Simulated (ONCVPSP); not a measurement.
**Run report: Br, pseudopotential generation**

- system: bromine (Br, Z = 35), core [Ne], reference valence 3s2 3p6 3d10 4s2 4p4 (an ion of charge +1), valence charge 25.
- method: ONCV potential, LDA (Perdew-Zunger), scalar-relativistic, made with ONCVPSP 4.0.1

## Log (extracts)
```
ONCVPSP  (Optimized Norm-Conservinng Vanderbilt PSeudopotential)
scalar-relativistic version 4.0.1

#   n    l    f        energy (Ha)
    1    0    2.00    -4.8903527E+02
    2    0    2.00    -6.4011325E+01
    2    1    6.00    -5.6563062E+01
    3    0    2.00    -9.1292012E+00
    3    1    6.00    -6.7776230E+00
    3    2   10.00    -2.8738260E+00
    4    0    2.00    -1.1242330E+00
    4    1    4.00    -6.4809506E-01

Reference configufation results
  iterations    24
  all-electron total energy (Ha)   -2.60264664D+03

Begin loop to  construct optimized pseudo wave functions
and semi-local pseudopoentials for all angular momenta

Calculating optimized projector #   1

 for l=   0

    Fraction of norm inside rc  0.941241
    Optimizing pswf for qcut=  11.31 a_B^-1,  ecut=  63.97 Ha
    Residual kinetic energy error=  1.55D-04 Ha

    Energy error per electron        Cutoff
         Ha          eV             Ha
         0.01000     0.27211       38.08
         0.00100     0.02721       53.44
         0.00010     0.00272       85.17
         0.00001     0.00027      289.56

Calculating optimized projector #   2

 for l=   0

    Fraction of norm inside rc  0.072763
    Optimizing pswf for qcut=  11.31 a_B^-1,  ecut=  63.97 Ha
    Residual kinetic energy error=  1.98D-04 Ha

    Energy error per electron        Cutoff
         Ha          eV             Ha
         0.01000     0.27211       31.43
         0.00100     0.02721       53.85
         0.00010     0.00272       81.10
         0.00001     0.00027      314.85

   Wellstate for l =  1  n =  5
     eigenvalue =   1.9519
     asymptotic potential =   2.4519
     half-point radius =  2.0852

Calculating optimized projector #   1

 for l=   1

    Fraction of norm inside rc  0.941034
    Optimizing pswf for qcut=  11.29 a_B^-1,  ecut=  63.72 Ha
    Residual kinetic energy error=  1.59D-03 Ha

    Energy error per electron        Cutoff
         Ha          eV             Ha
         0.01000     0.27211       54.26
         0.00100     0.02721       68.18
         0.00010     0.00272      110.52
         0.00001     0.00027      147.90

Calculating optimized projector #   2

 for l=   1

    Fraction of norm inside rc  0.052722
    Optimizing pswf for qcut=  11.29 a_B^-1,  ecut=  63.72 Ha
    Residual kinetic energy error=  4.20D-04 Ha

    Energy error per electron        Cutoff
         Ha          eV             Ha
         0.01000     0.27211       45.90
         0.00100     0.02721       59.16
         0.00010     0.00272       73.64
         0.00001     0.00027      119.66

Calculating optimized projector #   3

 for l=   1

    Fraction of norm inside rc  0.041627
    Optimizing pswf for qcut=  11.29 a_B^-1,  ecut=  63.72 Ha
    Residual kinetic energy error=  4.53D-04 Ha

    Energy error per electron        Cutoff
         Ha          eV             Ha
         0.01000     0.27211       45.81
         0.00100     0.02721       59.53
         0.00010     0.00272       71.12
         0.00001     0.00027      112.72

WARNING wellstate: negative energy specified for n= 4 l=  2
WARNING scattering state with energy  0.25000000
WARNING will be used for the first projector

   Wellstate for l =  2  n =  4
     eigenvalue =   0.2500
     asymptotic potential =   0.7500
     half-point radius =  2.5026

Calculating optimized projector #   1

 for l=   2

    Fraction of norm inside rc  0.891471
    Optimizing pswf for qcut=  13.31 a_B^-1,  ecut=  88.58 Ha
    Residual kinetic energy error=  8.62D-04 Ha

    Energy error per electron        Cutoff
         Ha          eV             Ha
         0.01000     0.27211       76.18
         0.00100     0.02721       88.22
         0.00010     0.00272      301.63

Calculating optimized projector #   2

 for l=   2

    Fraction of norm inside rc  0.040653
    Optimizing pswf for qcut=  13.31 a_B^-1,  ecut=  88.58 Ha
    Residual kinetic energy error=  3.48D-04 Ha

    Energy error per electron        Cutoff
         Ha          eV             Ha
         0.01000     0.27211       68.72
         0.00100     0.02721       82.66
         0.00010     0.00272      120.77
         0.00001     0.00027      325.46

Construct Vanderbilt / Kleinmman-Bylander projectors

B matrix Hermiticity error, ll=   0
   1   2    2.2062E-03

  Orthonormal projector coefficients  2.0292E+01  4.6550E+00

B matrix Hermiticity error, ll=   1
   1   2    1.2810E-03
   1   3   -1.4863E-03
   2   3    1.5386E-04

  Orthonormal projector coefficients -7.6036E+01  6.0303E+00 -1.0771E+00

B matrix Hermiticity error, ll=   2
   1   2    5.1456E-04

  Orthonormal projector coefficients -1.3618E+01 -6.0182E+00

Pseudoatom total energy -403.201667

Diagnostic tests using Vanderbilt-Kleinman-Bylander pseudopotentials
  1 or more projectors used as specified by nproj input data

   l    rcore       rmatch      e in        delta e   norm test  slope test

   0   0.9035877   0.9310226  -9.1292012   0.0000225   1.0003891   1.0003689
   0   0.9035877   0.9310226  -1.1242330   0.0000505   1.0001163   1.0000932

   1   0.9535691   0.9825215  -6.7776230  -0.0003975   1.0003723   1.0003321
   1   0.9535691   0.9825215  -0.6480951  -0.0000037   0.9999926   1.0001343
   1   0.9535691   0.9825215   1.9519049  -0.0013925   1.0007595   1.0007595

   2   0.9535691   0.9825215  -2.8738260  -0.0004354   1.0001286   1.0000661
   2   0.9535691   0.9825215   0.2500000  -0.0000061   1.0006163   1.0006163

 Testing for bound ghosts
   n   l    E NL Schr. Eq   E Basis Diag.   E Cutoff

   1   0       -9.129179       -9.129176    429.27
   2   0       -1.124182       -0.966448    429.27

   2   1       -6.778020       -6.778010    246.47
   3   1       -0.648099       -0.423006    246.47

   3   2       -2.874261       -2.873549    379.92

 Testing for highly-localized positive-energy ghosts
       l    <radius>/rc     E Basis Diag.   E Cutoff

       1        0.987579       27.441615    246.47  WARNING - GHOST(+)

       1        0.958024       30.136428    246.47  WARNING - GHOST(+)

Test configuration 0

   n   l     f        eae           eps        diff
   1   0  2.0000 -489.03526563
   2   0  2.0000  -64.01132544
   2   1  6.0000  -56.56306219
   3   0  2.0000   -9.12920121   -9.12917866    2.25D-05
   3   1  6.0000   -6.77762297   -6.77802047   -3.98D-04
   3   2 10.0000   -2.87382600   -2.87426135   -4.35D-04
   4   0  2.0000   -1.12423298   -1.12418247    5.05D-05
   4   1  4.0000   -0.64809506   -0.64809872   -3.66D-06

    Total energies and differences
      AE_ref= -2.60264664D+03  AE_tst= -2.60264664D+03  dif=  0.00D+00
      PS_ref= -4.03201667D+02  PS_tst= -4.03201667D+02  dif= -2.73D-12
      PSP excitation error=  2.73D-12

Test configuration 1

   n   l     f        eae           eps        diff
   1   0  2.0000 -488.61710195
   2   0  2.0000  -63.59668573
   2   1  6.0000  -56.14792646
   3   0  2.0000   -8.71683836   -8.71651229    3.26D-04
   3   1  6.0000   -6.36537054   -6.36565452   -2.84D-04
   3   2 10.0000   -2.46224040   -2.46270791   -4.68D-04
   4   0  2.0000   -0.74680329   -0.74673645    6.68D-05
   4   1  5.0000   -0.29425514   -0.29425496    1.81D-07

    Total energies and differences
      AE_ref= -2.60264664D+03  AE_tst= -2.60311367D+03  dif= -4.67D-01
      PS_ref= -4.03201667D+02  PS_tst= -4.03668775D+02  dif= -4.67D-01
      PSP excitation error=  8.55D-05

Test configuration 2

   n   l     f        eae           eps        diff
   1   0  2.0000 -489.52115582
   2   0  2.0000  -64.49050973
   2   1  6.0000  -57.04316123
   3   0  2.0000   -9.60383916   -9.60448696   -6.48D-04
   3   1  6.0000   -7.25202792   -7.25269126   -6.63D-04
   3   2 10.0000   -3.34700166   -3.34736710   -3.65D-04
   4   0  2.0000   -1.54598018   -1.54597499    5.19D-06
   4   1  3.0000   -1.04484263   -1.04485861   -1.60D-05

    Total energies and differences
      AE_ref= -2.60264664D+03  AE_tst= -2.60180349D+03  dif=  8.43D-01
      PS_ref= -4.03201667D+02  PS_tst= -4.02358355D+02  dif=  8.43D-01
      PSP excitation error= -1.53D-04

Test configuration 3

   n   l     f        eae           eps        diff
   1   0  2.0000 -490.06582943
   2   0  2.0000  -65.02486025
   2   1  6.0000  -57.57889922
   3   0  2.0000  -10.13097766  -10.13273423   -1.76D-03
   3   1  6.0000   -7.77878712   -7.77990254   -1.12D-03
   3   2 10.0000   -3.87191524   -3.87216796   -2.53D-04
   4   0  2.0000   -2.00272749   -2.00281438   -8.69D-05
   4   1  2.0000   -1.47599618   -1.47604275   -4.66D-05

    Total energies and differences
      AE_ref= -2.60264664D+03  AE_tst= -2.60054588D+03  dif=  2.10D+00
      PS_ref= -4.03201667D+02  PS_tst= -4.01100506D+02  dif=  2.10D+00
      PSP excitation error= -3.99D-04

Test configuration 4

   n   l     f        eae           eps        diff
   1   0  2.0000 -490.66383793
   2   0  2.0000  -65.60856530
   2   1  6.0000  -58.16451103
   3   0  2.0000  -10.70446222  -10.70782555   -3.36D-03
   3   1  6.0000   -8.35172414   -8.35350729   -1.78D-03
   3   2 10.0000   -4.44235223   -4.44244822   -9.60D-05
   4   0  2.0000   -2.48816233   -2.48840910   -2.47D-04
   4   1  1.0000   -1.93549740   -1.93560517   -1.08D-04

    Total energies and differences
      AE_ref= -2.60264664D+03  AE_tst= -2.59884255D+03  dif=  3.80D+00
      PS_ref= -4.03201667D+02  PS_tst= -3.99396818D+02  dif=  3.80D+00
      PSP excitation error= -7.57D-04
```

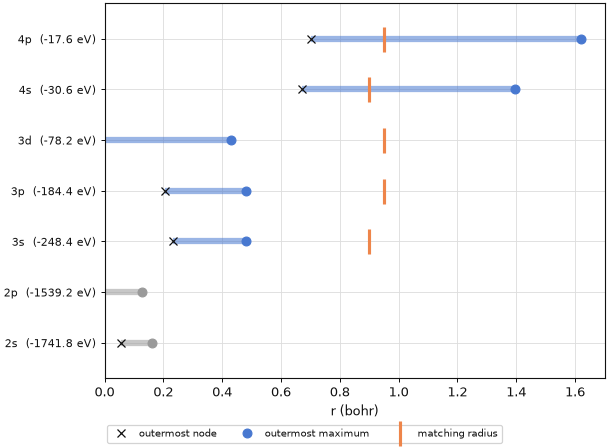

Fig. 1: Outer shells of the all-electron reference atom: each bar runs from the outermost node (or the nucleus) to the outermost maximum of u(r); the tick is the radius chosen for the pseudo-wave. Shells without a tick have no pseudo-wave of their own. Levels, nodes and maxima are from ld1.x, scalar-relativistic.

- Radii against the shells: 3s: 0.90 bohr, outside the maximum; 3p: 0.95 bohr, outside the maximum; 3d: 0.95 bohr, outside the maximum; 4s: 0.90 bohr, between node and maximum; 4p: 0.95 bohr, between node and maximum.

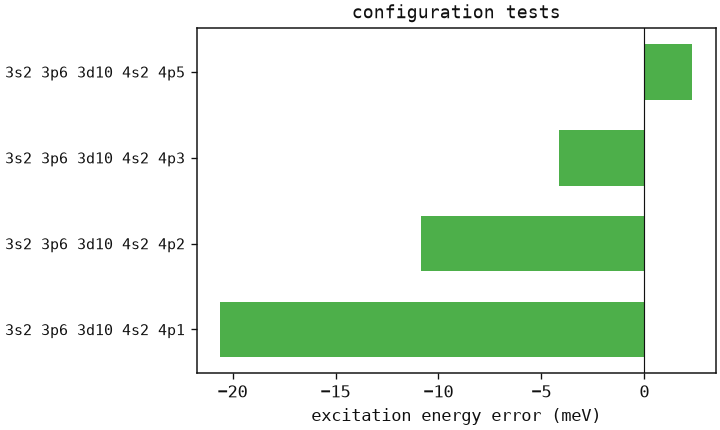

Fig. 2: Errors, all-electron minus pseudo, of the energies of valence configurations relative to the unpolarised reference 3s2 3p6 3d10 4s2 4p4.

- Worst configuration: 3s2 3p6 3d10 4s2 4p1 (charge +4): the error is -21 meV on an all-electron energy of +103.51 eV relative to the reference, or 0.02 %.
- Errors in meV: 3s2 3p6 3d10 4s2 4p5: +2.3; 3s2 3p6 3d10 4s2 4p3: -4.2; 3s2 3p6 3d10 4s2 4p2: -11; 3s2 3p6 3d10 4s2 4p1: -21.

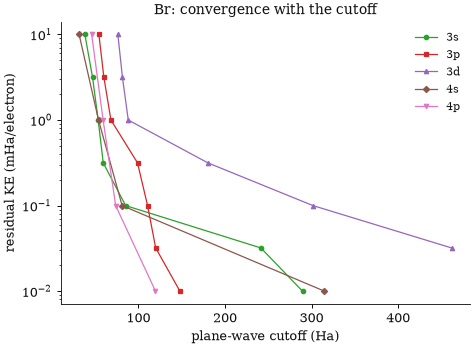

Fig. 3: Residual kinetic energy of the pseudo-waves (the first of each channel, and further valence shells) beyond the plane-wave cutoff, as the generator prints it.

- Hardest wave at 1 mHa per electron: 3d, with rc = 0.95 bohr and qcut = 13.3 1/bohr. The optimisation minimises, but can't always remove, the kinetic energy above qcut²/2 = 88.4 Ha, and a larger rc would as a rule soften the wave at some cost in transferability.
- Cutoffs for the occupied states: 88 Ha for 1 mHa and 302 Ha for 0.1 mHa per electron. The first is set by 3d.
- Cutoffs for 1 mHa per electron: 3d: 88 Ha; 3p: 68 Ha; 4p: 59 Ha; 4s: 54 Ha; 3s: 53 Ha.

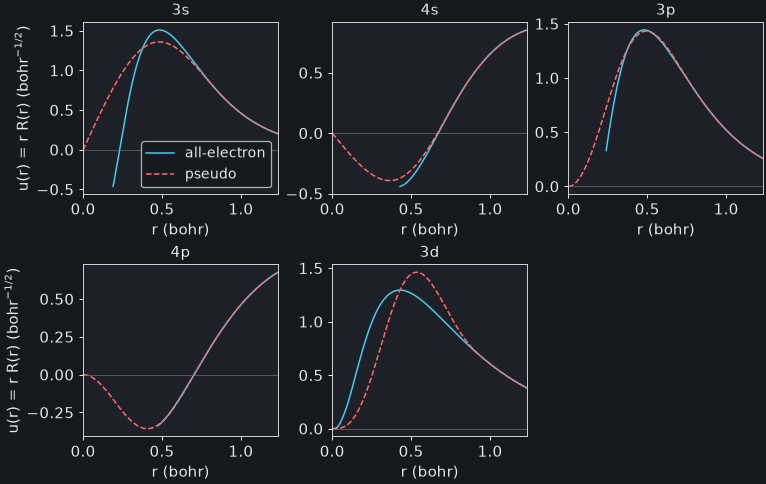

Fig. 4: All-electron valence functions (solid) with their pseudo partners (dashed). The innermost oscillations of some all-electron curves aren't drawn. Reference configuration 3s2 3p6 3d10 4s2 4p4.

- Matching radii: 3s at 0.90 bohr; 4s at 0.90 bohr; 3p at 0.95 bohr; 4p at 0.95 bohr; 3d at 0.95 bohr. The curves merge smoothly, so the plot gives these only roughly.
- Nodes of the pseudo-waves: 3s has no node; 4s has a node at about 0.7 bohr; 3p has no node; 4p has a node at about 0.7 bohr; 3d has no node. A node in 4s and 4p is expected, since a lower shell of the same l is also in the valence and the two must stay orthogonal.
- Cutoffs needed: 88 Ha (loose) and 302 Ha (tight), as the cutoffs at which the residual kinetic energy of the hardest occupied pseudo-wave falls to 1 and 0.1 mHa per electron.

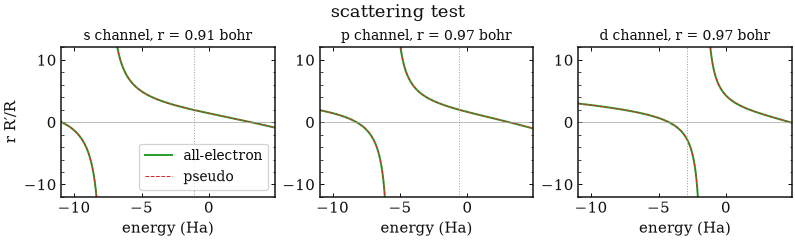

Fig. 5: Logarithmic derivatives r R′/R at the test radius against energy, all-electron atom (solid) and pseudo-atom (dashed). Here R(r) is the radial function. The dotted line marks the reference energy of the channel. Not drawn: f: not judged.

- Zeros of the logarithmic derivative: s: all-electron -10.9 and 3.1 Ha, pseudo -10.9 and 3.1 Ha; p: all-electron -8.2 and 3.1 Ha, pseudo -8.2 and 3.1 Ha; d: all-electron -4.2 and 4.7 Ha, pseudo -4.2 and 4.7 Ha.
- Poles, where the radial function vanishes at the test radius: s: all-electron at -7.7 Ha, pseudo at -7.7 Ha; p: all-electron at -5.6 Ha, pseudo at -5.6 Ha; d: all-electron at -1.7 Ha, pseudo at -1.7 Ha.

## Input
```
# ATOM AND REFERENCE CONFIGURATION
# atsym  z   nc   nv     iexc    psfile
  Br 35.00    3    5        3      upf
#
#   n    l    f
    1    0    2.00
    2    0    2.00
    2    1    6.00
    3    0    2.00
    3    1    6.00
    3    2   10.00
    4    0    2.00
    4    1    4.00
#
# PSEUDOPOTENTIAL AND OPTIMIZATION
# lmax
    2
#
#   l,   rc,      ep,       ncon, nbas, qcut
    0    0.90    0.00    4    9   11.30
    1    0.95    0.00    4    6   11.30
    2    0.95    0.00    3    8   13.30
#
# LOCAL POTENTIAL
# lloc, lpopt,  rc(5),   dvloc0
    4    3    0.60    4.00
#
# VANDERBILT-KLEINMAN-BYLANDER PROJECTORs
# l, nproj, debl
    0    2    0.40
    1    3    2.60
    2    2    0.65
#
# MODEL CORE CHARGE
# icmod, fcfact, rcfact
    0    0.00    0.00
#
# LOG DERIVATIVE ANALYSIS
# epsh1, epsh2, depsh
  -11.00    5.00    0.04
#
# OUTPUT GRID
# rlmax, drl
    6.00    0.01
#
# TEST CONFIGURATIONS
# ncnf
    4
# nvcnf
#   n    l    f
    5
    3    0    2.00
    3    1    6.00
    3    2   10.00
    4    0    2.00
    4    1    5.00
#
    5
    3    0    2.00
    3    1    6.00
    3    2   10.00
    4    0    2.00
    4    1    3.00
#
    5
    3    0    2.00
    3    1    6.00
    3    2   10.00
    4    0    2.00
    4    1    2.00
#
    5
    3    0    2.00
    3    1    6.00
    3    2   10.00
    4    0    2.00
    4    1    1.00
#
```

Run as:
```bash
oncvpsp.x < Br.dat > Br.out
```

## Summary

- outcome: generated
- cutoffs needed: 88 Ha and 302 Ha (the cutoffs at which the residual kinetic energy of the hardest occupied pseudo-wave falls to 1 and 0.1 mHa per electron)
- ghost test: no bound ghost flagged; no localised positive-energy state flagged (flags above 300 eV left out)
- largest excitation error: -21 meV (all-electron minus pseudo) for 3s2 3p6 3d10 4s2 4p1, out of 4 test configurations
- range over which the phases arctan(r R′/R) at the test radius agree within 0.05 rad (a looser test near the poles than one of phase shifts): s: over the whole range computed; p: over the whole range computed; d: over the whole range computed; f: not judged, local potential alone
- hardware: 1 CPU thread, shared host
- wall time: 5.8 s

## Remarks

Warnings of the program, in the generation or the tests: wellstate: negative energy specified for n= 4 l= 2.
